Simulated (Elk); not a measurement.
# Optical response of Si2Mo

Aim: the dielectric function of Si2Mo, and the optical constants that follow from it. The cell comes from an older database entry, whose edges can differ from later determinations, mostly by under a per cent.

Main program and level: Elk 11.2.3 (patched build); DFT, LDA, all-electron APW+lo, Dirac cores, scalar-relativistic bands, independent-particle optical response without local fields.

The database entry behind the starting cell is an old determination (1927), so it need not match the best structure at ambient conditions.

### 1. The structure

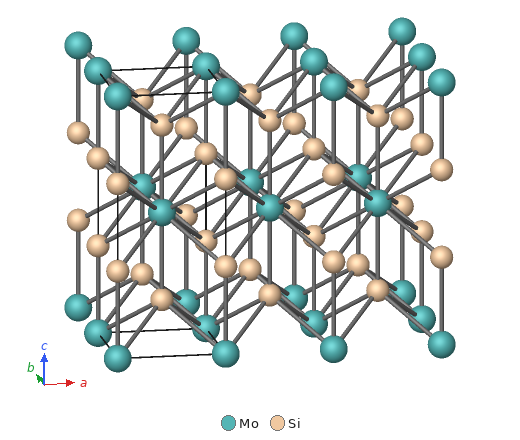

The starting structure, seen slightly off an axis (molybdenum teal, silicon light orange). 3×2×1 cells are drawn. This picture shows the conventional cell, with its axes. Some periodic images of atoms are drawn too.

As a file:

```cif
data_structure
_symmetry_space_group_name_H-M 'I4/mmm'
_symmetry_Int_Tables_number 139
_cell_length_a 3.2000
_cell_length_b 3.2000
_cell_length_c 7.8610
_cell_angle_alpha 90.000
_cell_angle_beta 90.000
_cell_angle_gamma 90.000
_cell_volume 80.50
loop_
_atom_site_label
_atom_site_type_symbol
_atom_site_symmetry_multiplicity
_atom_site_Wyckoff_symbol
_atom_site_fract_x
_atom_site_fract_y
_atom_site_fract_z
_atom_site_occupancy
Mo1 Mo 2 a 0.00000 0.00000 0.00000 1
Si1 Si 4 e 0.50000 0.50000 0.16700 1
```

### 2. Ground state

First the ground state: is it a metal or has it a gap?

This step: DFT, LDA, all-electron APW+lo, Dirac cores, scalar-relativistic bands, ground state (Elk 11.2.3 (patched build)).

elk.in reads:

```
tasks
  0
  120

xctype
  3

nempty
  9

lorbcnd
  .true.

rgkmax
  7.0

swidth
  0.0018375

maxscl
  100

epsengy
  1e-05

sppath
  './'

avec
  -3.023561799401 3.023561799401 7.427568532842
  3.023561799401 -3.023561799401 7.427568532842
  3.023561799401 3.023561799401 -7.427568532842

atoms
  2
  'Mo.in'
  1
  0.000000000000 0.000000000000 0.000000000000   0.000 0.000 0.000
  'Si.in'
  2
  0.667000000000 0.667000000000 0.000000000000   0.000 0.000 0.000
  0.333000000000 0.333000000000 0.000000000000   0.000 0.000 0.000

ngridk
  11 11 11
```

On the command line:

```console
OMP_NUM_THREADS=4 elk
```

Numbers of over 12 decimals in the logs are rounded to 6 here.

Log:

```text
┌─────────────────────────┐
│ Elk code version 11.2.3 │
└─────────────────────────┘

All units are atomic (Hartree, Bohr, etc.)

┌─────────────────────────────────────────────────┐
│ Ground-state run starting from atomic densities │
└─────────────────────────────────────────────────┘

Lattice vectors :
  -3.023561799       3.023561799       7.427568533
   3.023561799      -3.023561799       7.427568533
   3.023561799       3.023561799      -7.427568533

Reciprocal lattice vectors :
  0.1548276418E-18   1.039037024      0.4229638057
   1.039037024      0.1548276418E-18  0.4229638057
   1.039037024       1.039037024     -0.1238055185E-16

Unit cell volume      :    271.6091262
Brillouin zone volume :   0.9132617041

Muffin-tin inner radius fraction :   0.1000000000E-01

Nuclei treated as point charges

Species : 1 (Mo)
 parameters loaded from : Mo.in
 name : molybdenum
 nuclear charge    :   -42.00000000
 electronic charge :    42.00000000
 atomic mass :    174887.9214
 muffin-tin radius :    2.600000000
 number of radial points in muffin-tin :    597
 inner part over the whole radius :   0.9766212965E-02
 number on inner part of muffin-tin    :    424
 approximate nuclear radius :   0.8334154960E-04
 number of mesh points to nuclear radius :    210
 atomic positions (lattice), magnetic fields (Cartesian) :
  1 :   0.00000000  0.00000000  0.00000000    0.00000000  0.00000000  0.00000000

Species : 2 (Si)
 parameters loaded from : Si.in
 name : silicon
 nuclear charge    :   -14.00000000
 electronic charge :    14.00000000
 atomic mass :    51196.73458
 muffin-tin radius :    2.200000000
 number of radial points in muffin-tin :    397
 inner part over the whole radius :   0.9899632250E-02
 number on inner part of muffin-tin    :    277
 approximate nuclear radius :   0.5963282101E-04
 number of mesh points to nuclear radius :    124
 atomic positions (lattice), magnetic fields (Cartesian) :
  1 :  -0.33300000 -0.33300000  0.00000000    0.00000000  0.00000000  0.00000000
  2 :   0.33300000  0.33300000  0.00000000    0.00000000  0.00000000  0.00000000

Total number of atoms per unit cell :    3
Total muffin-tin volume :    162.8266528
 ratio of muffin-tin to unit cell volume :   0.5994888873

Spin treatment :
 spin-unpolarised

Number of Bravais lattice symmetries :   16
Number of crystal symmetries         :   16
Crystal has inversion symmetry
Real symmetric eigensolver will be used

k-point grid :     11    11    11
k-point offset :    0.000000000       0.000000000       0.000000000
k-point set is reduced with full crystal symmetry group
Total number of k-points :      126

Muffin-tin radius times maximum |G+k| :    7.000000000
 using average radius
Maximum |G+k| for APW functions       :    3.000000000
Maximum (1/2)|G+k|²                   :    4.500000000
Maximum |G| for potential and density :    12.00000000
Constant for pseudocharge density :    8
 order of it for each species :   15  15
 order of it for pair densities of each species (exact exchange by exxq0 0: 15) :   12   8
Radial integration step length :    1

G-vector grid sizes :     35    35    35
Number of G-vectors :     8009

Maximum angular momentum used for
 APW functions            :    8
 outer part of muffin-tin :    6
 inner part of muffin-tin :    2

Total nuclear charge    :   -70.00000000
Total core charge       :    48.00000000
Total valence charge    :    22.00000000
Total excess charge     :    0.000000000
Total electronic charge :    70.00000000

Effective Wigner radius, rₛ :   0.9748083405

Number of empty states         :     27
Total number of valence states :     39
Total number of core states    :     48

Conduction state local-orbitals added automatically
Third-order local-orbitals added for an l without core states : F
Total number of local-orbitals :    173

Exchange-correlation functional :      3     0     0
 Perdew-Wang/Ceperley-Alder, Phys. Rev. B 45, 13244 (1992)
 gradient requirement :    0
 local density approximation (LDA)

Smearing type :    3
 Fermi-Dirac
Smearing width :   0.1837500000E-02
Effective electronic temperature (K) :    580.2366081

Mixing type :    3
 Broyden mixing, J. Phys. A: Math. Gen. 17, L317 (1984)

Kohn-Sham potential initialised from atomic data

┌──────────────────────────────┐
│ Self-consistent loop started │
└──────────────────────────────┘

┌─────────────────┐
│ Loop number : 1 │
└─────────────────┘

Energies :
 Fermi                       :     0.314768
 sum of occupied eigenvalues :     -2717.1394982452
 electron kinetic            :      4766.3605849005
 core electron kinetic       :      4662.5907362991
 Coulomb                     :     -9231.3222967565
 Coulomb potential           :     -7277.9453234189
 nuclear-nuclear             :     -610.29521135551
 electron-nuclear            :     -9979.6956779826
 Hartree                     :      1358.6685925816
 Madelung                    :     -5592.3496350471
 xc potential                :     -205.55475972681
 exchange                    :     -153.16073126435
 correlation                 :     -6.062129
 electron entropic           :    -0.13532780026717E-03
 total energy                :     -4624.1847073458

Density of states at Fermi energy :    11.94813460
 (states/Hartree/unit cell)

Estimated indirect band gap :   0.1472630729E-02
 from k-point 121 to k-point 86
Estimated direct band gap   :   0.4398461593E-02
 at k-point 123

Charges :
 core                        :    48.00000000
 valence                     :    22.00000000
 interstitial                :    4.667705937
 muffin-tins (core leakage)
  species : 1 (Mo)
   atom 1                    :    40.30022569     ( -0.4922282375E-05)
  species : 2 (Si)
   atom 1                    :    12.51603419     (  0.1470695537E-02)
   atom 2                    :    12.51603419     (  0.1470695537E-02)
 total in muffin-tins        :    65.33229406
 total calculated charge     :    69.99686771
 total charge                :    70.00000000
 error                       :   0.3132289877E-02

┌─────────────────┐
│ Loop number : 2 │
└─────────────────┘

Energies :
 Fermi                       :     0.315371
 sum of occupied eigenvalues :     -2717.1802912292
 electron kinetic            :      4766.3586299160
 core electron kinetic       :      4662.5953035483
 Coulomb                     :     -9231.4710479326
 Coulomb potential           :     -7277.7531537147
 nuclear-nuclear             :     -610.29521135551
 electron-nuclear            :     -9980.1964653403
 Hartree                     :      1359.0206287632
 Madelung                    :     -5592.5944710752
 xc potential                :     -205.78576743046
 exchange                    :     -153.17072010631
 correlation                 :     -6.062439
 electron entropic           :    -0.12847158141452E-03
 total energy                :     -4624.3457053621

Density of states at Fermi energy :    11.24729869
 (states/Hartree/unit cell)

Estimated indirect band gap :   0.1834592001E-02
 from k-point 121 to k-point 86
Estimated direct band gap   :   0.4719773934E-02
 at k-point 123

Charges :
 core                        :    48.00000000
 valence                     :    22.00000000
 interstitial                :    4.660609873
 muffin-tins (core leakage)
  species : 1 (Mo)
   atom 1                    :    40.32190435     ( -0.4923223436E-05)
  species : 2 (Si)
   atom 1                    :    12.50874289     (  0.1470321326E-02)
   atom 2                    :    12.50874289     (  0.1470321326E-02)
 total in muffin-tins        :    65.33939013
 total calculated charge     :    69.99687002
 total charge                :    70.00000000
 error                       :   0.3129981181E-02

RMS change in Kohn-Sham potential (target) :   0.1704498662     (  0.1000000000E-05)
Absolute change in total energy (target)   :   0.1609980163     (  0.1000000000E-04)

[... 14 loops left out ...]

┌──────────────────┐
│ Loop number : 17 │
└──────────────────┘

Energies :
 Fermi                       :     0.430237
 sum of occupied eigenvalues :     -2711.7790625637
 electron kinetic            :      4771.9122797403
 core electron kinetic       :      4663.3197018344
 Coulomb                     :     -9235.9201531179
 Coulomb potential           :     -7272.3546672370
 nuclear-nuclear             :     -610.29521135551
 electron-nuclear            :     -9994.7993337670
 Hartree                     :      1369.1743920046
 Madelung                    :     -5599.7428194994
 xc potential                :     -211.33667506700
 exchange                    :     -153.49523852961
 correlation                 :     -6.072554
 electron entropic           :    -0.10558880591435E-03
 total energy                :     -4623.5757715301

Density of states at Fermi energy :    10.25224007
 (states/Hartree/unit cell)

Estimated indirect band gap :   0.6519088546E-03
 from k-point 113 to k-point 121
Estimated direct band gap   :   0.1371116260E-01
 at k-point 123

Charges :
 core                        :    48.00000000
 valence                     :    22.00000000
 interstitial                :    4.433856066
 muffin-tins (core leakage)
  species : 1 (Mo)
   atom 1                    :    40.87157215     ( -0.4949157809E-05)
  species : 2 (Si)
   atom 1                    :    12.34728589     (  0.1383471367E-02)
   atom 2                    :    12.34728589     (  0.1383471367E-02)
 total in muffin-tins        :    65.56614393
 total calculated charge     :    69.99707253
 total charge                :    70.00000000
 error                       :   0.2927468882E-02

RMS change in Kohn-Sham potential (target) :   0.5341374812E-08 (  0.1000000000E-05)
Absolute change in total energy (target)   :   0.4754566362E-05 (  0.1000000000E-04)

Convergence targets achieved

┌──────────────────┐
│ Loop number : 18 │
└──────────────────┘

Energies :
 Fermi                       :     0.430237
 sum of occupied eigenvalues :     -2711.7790626905
 electron kinetic            :      4771.9122795310
 core electron kinetic       :      4663.3197017280
 Coulomb                     :     -9235.9201530135
 Coulomb potential           :     -7272.3546672573
 nuclear-nuclear             :     -610.29521135551
 electron-nuclear            :     -9994.7993335385
 Hartree                     :      1369.1743918804
 Madelung                    :     -5599.7428193849
 xc potential                :     -211.33667496419
 exchange                    :     -153.49523852410
 correlation                 :     -6.072554
 electron entropic           :    -0.10558880609837E-03
 total energy                :     -4623.5757716295

Density of states at Fermi energy :    10.25224010
 (states/Hartree/unit cell)

Estimated indirect band gap :   0.6519088131E-03
 from k-point 113 to k-point 121
Estimated direct band gap   :   0.1371116255E-01
 at k-point 123

Charges :
 core                        :    48.00000000
 valence                     :    22.00000000
 interstitial                :    4.433856068
 muffin-tins (core leakage)
  species : 1 (Mo)
   atom 1                    :    40.87157214     ( -0.4949159685E-05)
  species : 2 (Si)
   atom 1                    :    12.34728590     (  0.1383471370E-02)
   atom 2                    :    12.34728590     (  0.1383471370E-02)
 total in muffin-tins        :    65.56614393
 total calculated charge     :    69.99707253
 total charge                :    70.00000000
 error                       :   0.2927468884E-02

┌──────────────────────────────┐
│ Self-consistent loop stopped │
└──────────────────────────────┘

Warning : core states of species 2 leak from the muffin-tin :   0.1383471370E-02

Wrote STATE.OUT
```

The job ended after 21 s (4 threads of Arm Neoverse V1, shared host; peak memory 0.12 GiB).

Read-outs, printed or worked out from the files:

| Item | Value |
| --- | --- |
| total energy | -4624 Ha |
| Fermi energy | 11.71 eV |
| DOS at the Fermi level | 0.3768 states/eV/cell |

There are states at the Fermi level within the smearing, so the occupations stay smeared and the carriers get a Drude term.

### 3. Independent particles

With the density converged, the vertical transitions are summed over the zone.

This step: DFT, LDA, all-electron APW+lo, Dirac cores, scalar-relativistic bands, independent-particle optical response without local fields (Elk 11.2.3 (patched build)).

Edit elk.in of step 2 so:

```diff
@@ -1,4 +1,10 @@
 tasks
-  0
-  120
+  121
+
+optcomp
+  1 1
+  3 3
+
+intraband
+  .true.
 
@@ -17,9 +23,7 @@
 swidth
-  0.0018375
+  0.0055124
 
-maxscl
-  100
-
-epsengy
-  1e-05
+wplot
+  400 100 0
+  0.0 0.58799
```

On the command line:

```console
OMP_NUM_THREADS=4 elk
```

Log:

```text
┌─────────────────────────────────┐
│ Elk code version 11.2.3 started │
└─────────────────────────────────┘

┌────────────────────┐
│ Current task : 121 │
└────────────────────┘

Info(dielectric):
 dielectric tensor written to EPSILON_ij.OUT
 optical conductivity written to SIGMA_ij.OUT
 plasma frequency written to PLASMA_ij.OUT
 for components
  i = 1, j = 1
  i = 3, j = 3

┌──────────────────┐
│ Elk code stopped │
└──────────────────┘
```

Wall time 3.5 s (4 threads); peak memory 0.04 GiB; 14 s of CPU time.

Numbers from this step:

```
Drude plasma energy, first axis : 2.427 eV
```

The Im ε has structure finer than the step of the table below, so its rows give means over 1 eV, whole bins alone (the curve runs from 0.32 to 16.0 eV). Peaks (eV: height): E ∥ x 3.9: 31.5; E ∥ z 2.7: 41.0, 6.0: 20.0.

Sum at mesh points, not converged in k. Table of Im ε by photon energy; means over each step:

| photon energy (eV) | E ∥ x | E ∥ z |
| --- | --- | --- |
| 1 | 5.80 | 6.52 |
| 2 | 8.20 | 21.5 |
| 3 | 16.2 | 32.7 |
| 4 | 27.4 | 20.3 |
| 5 | 21.2 | 14.6 |
| 6 | 20.1 | 18.9 |
| 7 | 11.5 | 14.9 |
| 8 | 6.08 | 6.64 |
| 9 | 4.11 | 3.69 |
| 10 | 2.46 | 2.06 |
| 11 | 1.62 | 1.28 |
| 12 | 1.32 | 0.844 |
| 13 | 1.02 | 0.673 |
| 14 | 0.715 | 0.556 |
| 15 | 0.542 | 0.427 |

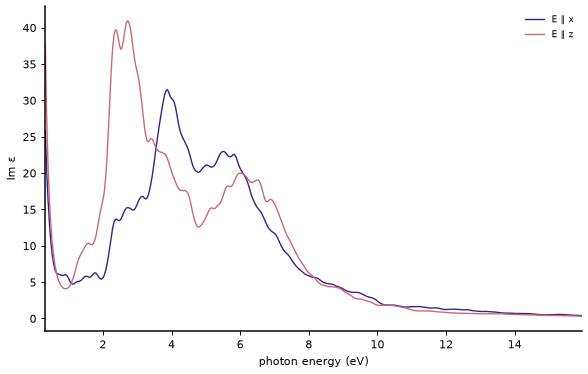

Im ε, plotted against photon energy.

Values under 1 per cm are given as 1; sum at mesh points, not converged in k. The absorption coefficient by photon energy:

```csv
photon energy (eV),E ∥ x (1/cm),E ∥ z (1/cm)
2.00,1.2e5,2.7e5
4.00,1.4e6,1.3e6
6.00,2.3e6,2.0e6
8.00,2.3e6,2.6e6
10.00,2.4e6,2.3e6
12.00,2.0e6,2.1e6
14.00,1.9e6,1.8e6
```

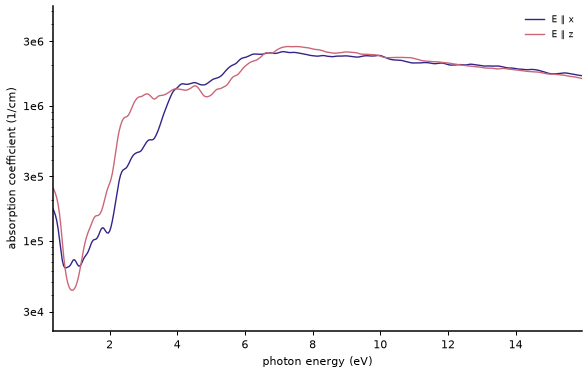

Absorption coefficient, plotted against photon energy.

The loss function −Im 1/ε at q → 0 has structure finer than the step of the table below, so its rows give means over 2 eV, whole bins alone (the curve runs from 0.32 to 16.0 eV). Peaks (eV: height): E ∥ x 0.5: 0.110; E ∥ z 0.6: 0.123.

Sum at mesh points, not converged in k. The loss function −Im 1/ε at q → 0 by energy loss; means over each step:

| energy loss (eV) | E ∥ x | E ∥ z |
| --- | --- | --- |
| 2 | 0.0165 | 0.0142 |
| 4 | 0.0330 | 0.0521 |
| 6 | 0.0464 | 0.0538 |
| 8 | 0.0651 | 0.0507 |
| 10 | 0.0878 | 0.0670 |
| 12 | 0.150 | 0.0994 |
| 14 | 0.211 | 0.187 |

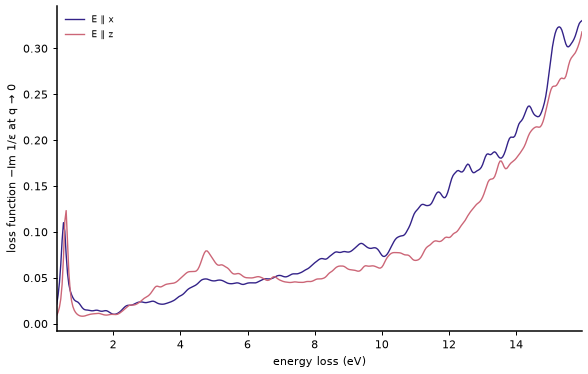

Loss function −Im 1/ε at q → 0, plotted against energy loss.

The reflectivity at normal incidence has structure finer than the step of the table below, so its rows give means over 1 eV, whole bins alone (the curve runs from 0.32 to 16.0 eV). Peaks (eV: height): E ∥ x 4.1: 57.0, 10.1: 74.7; E ∥ z 2.8: 61.4, 11.1: 79.9.

Sum at mesh points, not converged in k. Reflectivity at normal incidence against photon energy; means over each step:

```
photon energy (eV)  E ∥ x (%)  E ∥ z (%)
                 1       36.7       42.1
                 2       44.0       54.4
                 3       47.7       59.0
                 4       55.4       54.2
                 5       52.9       46.9
                 6       60.5       53.9
                 7       65.9       64.5
                 8       67.7       72.8
                 9       67.0       73.5
                10       71.6       76.0
                11       69.4       77.9
                12       66.8       77.8
                13       67.1       74.7
                14       68.3       73.0
                15       67.6       72.3
```

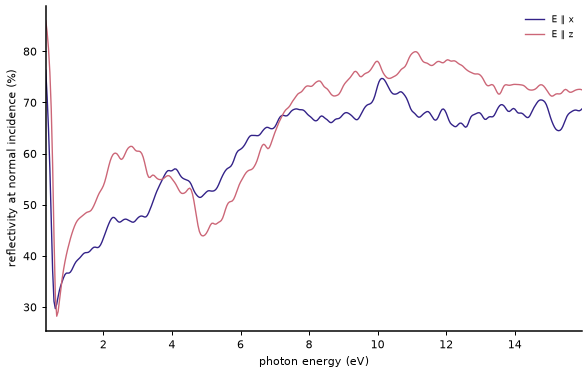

Reflectivity at normal incidence, plotted against photon energy.

Optical constants at common wavelengths, from n + ik = √ε:

```csv
wavelength (nm),n x,k x,R (%) x,1/α x,n z,k z,R (%) z,1/α z
1064,4.18,0.574,38.4,148 nm,5.13,0.592,45.9,143 nm
800,4.42,0.651,40.7,98 nm,5.43,0.951,48.6,67 nm
532,5.07,1.314,47.4,32 nm,6.39,3.061,60.1,14 nm
450,4.80,1.587,46.9,23 nm,5.22,3.902,61.3,9.2 nm
405,4.85,1.690,47.7,19 nm,4.11,3.925,60.4,8.2 nm
365,5.11,1.813,49.7,16 nm,3.69,3.351,55.6,8.7 nm
193,2.15,3.695,63.5,4.2 nm,2.73,3.457,57.8,4.4 nm
```

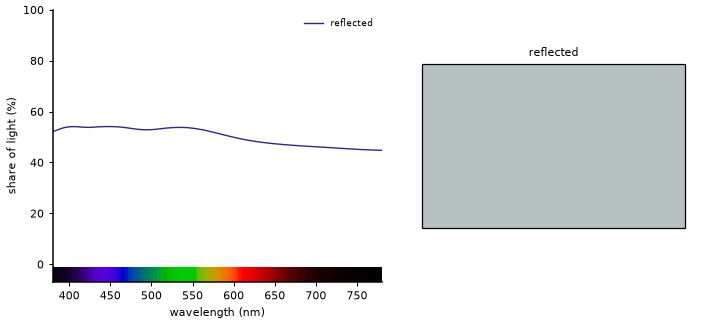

Light reflected across the visible range, with the colour that it makes of daylight (sRGB).

In reflection the computed colour is light grey: x = 0.305, y = 0.328, luminous reflectivity 52 %.

### 4. Outcome

```
Drude plasma energy, first axis : 2.43 eV
```

What this shows: At this level (LDA, independent particles) Si2Mo is a metal with a Drude plasma energy of 2.4 eV along x and 3.2 eV along z. The mesh is too coarse to trust the carriers' weight, the reflectivity or the colour to better than tens of per cent. Along x the bare Drude plasma energy is 2.4 eV; Re ε first rises through zero at 0.50 eV, far lower, because interband transitions screen the carriers. Im ε is 9.7 there, so the loss peak at that energy is weak. In reflection the computed colour is light grey: x = 0.305, y = 0.328, luminous reflectivity 52 %. The carriers' damping of 0.15 eV is typed, not computed; at 0.8 eV the carriers give 28 % of Im ε along the first axis; the rest comes from the sum over bands, which at low energy also holds close bands and the noise of the mesh. The sum runs over mesh points 0.25 Å⁻¹ apart with no interpolation, so peaks are partly noise of the mesh, and the Drude plasma energy, a sum over the Fermi surface, isn't converged.

[Machine, clock and banner lines and Python warnings are left out of the logs.]

[Logs are printed without paths, hosts, clocks, repeated set-up lines and the standing remarks that a program may print on its own settings, such as how far it seeks lower states.]

[Hosts, paths, dates, database ids (printed as entryN), source tags and the programs' standing remarks are cut or masked in the printed files.]
